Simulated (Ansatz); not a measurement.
**CH6InO (charge −1): density, localisation and related maps**

Input

```
crystal:
  periodic: [false, false, false]
  atoms:
    - symbol: C
      position_ang: [-2.441192, -0.475958, -0.883721]
    - symbol: In
      position_ang: [-1.020373, -0.227210, 1.762127]
    - symbol: O
      position_ang: [-2.687930, -0.405438, 0.460594]
    - symbol: H
      position_ang: [-1.914999, 0.420868, -1.295229]
    - symbol: H
      position_ang: [-1.815881, -1.353103, -1.183951]
    - symbol: H
      position_ang: [-3.389176, -0.565305, -1.463736]
    - symbol: H
      position_ang: [-0.197563, 1.272972, 1.261185]
    - symbol: H
      position_ang: [-0.029075, -1.675840, 1.450167]
    - symbol: H
      position_ang: [-1.730257, -0.164020, 3.383205]
basis:
  gaussian:
    orbitals: def2-TZVPD
total_charge: -1
magnetization:
  spin_polarized: false
hamiltonian:
  xc: {name: PBE0}
output: {forces: true, orbitals: {seedname: orbitals}}
```

Launched as:

```sh
ansatz run input.yaml --threads 2 --pin off --max-ram 4350MiB --events-out events.jsonl --progress --plain --runs-dir runs
```

Geometry: PBE0-D3(BJ)/def2-SVPD; core potentials replace the inner electrons of In.

Computed with Ansatz, isolated molecule in a Gaussian basis; Kohn-Sham density functional theory, functional PBE0.

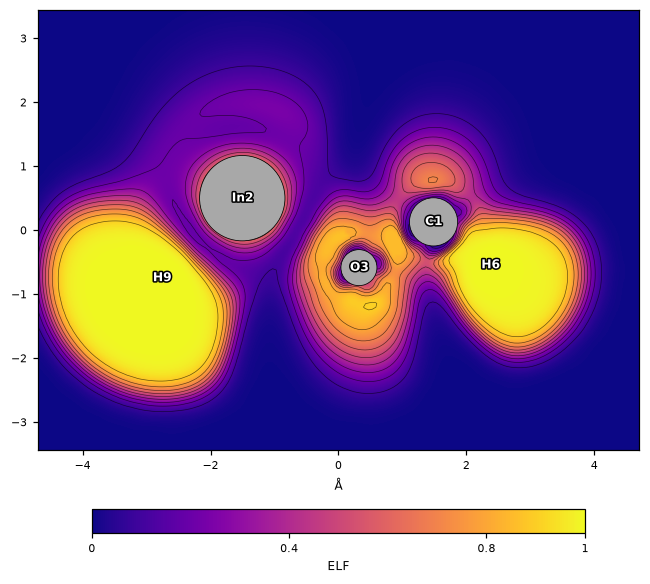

Figure 1. ELF on the plane of atoms O3, C1 and H6. Grey discs cover the atomic cores.

Q: Interpret the plot.

A:
- Atoms in the plane: C, In, O and H.
- C–O (1.37 Å): the ELF peaks at about 0.85 between the atoms: a shared but strongly polarised pair.
- In–O (2.12 Å): the ELF peaks at about 0.85 in the valence shell of O, 0.6 Å from its nucleus, and drops to about 0.15 between the two atoms.
- C–H (1.11 Å): the ELF climbs to about 1 towards the hydrogen, as it does in any bond to H; an ordinary covalent bond to hydrogen.
- In–H (1.77 Å): the ELF climbs to about 1 towards the hydrogen.
- The ELF also peaks beside O3, away from the bonds: lone-pair regions.

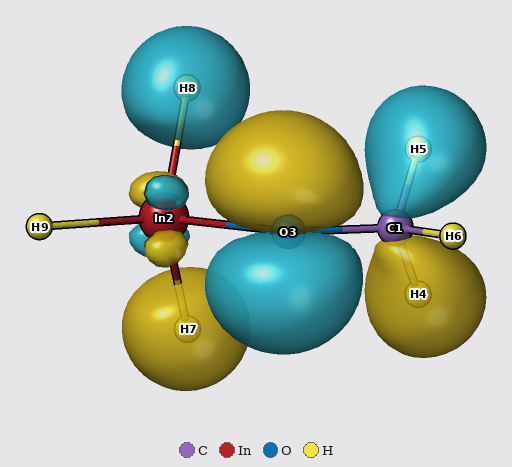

Figure 2. The HOMO at ±0.1 Å⁻³ᐟ² (yellow and cyan are the two phases), seen at a tilt.

Q: What is the character of this orbital?

A: By Hirshfeld shares it lies mainly on O3 (about 60 %), C1 (about 10 %), In2 (about 10 %), H8 (about 5 %) and H7 (about 5 %). Its energy is −1.94 eV.

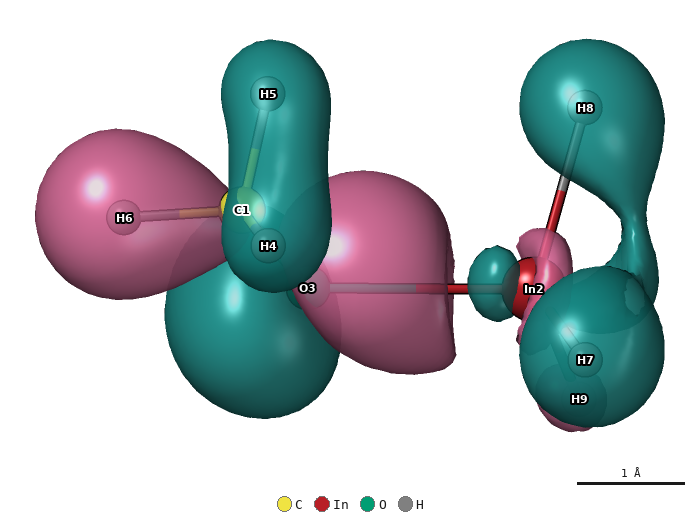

Figure 3. The HOMO−1 at ±0.1 Å⁻³ᐟ² (teal and pink are the two phases), seen at an oblique angle.

Q: What is the character of this orbital?

A: By Hirshfeld shares it lies mainly on O3 (about 55 %), In2 (about 15 %), C1 (about 10 %) and H6 (about 5 %). Its energy is −2.38 eV.
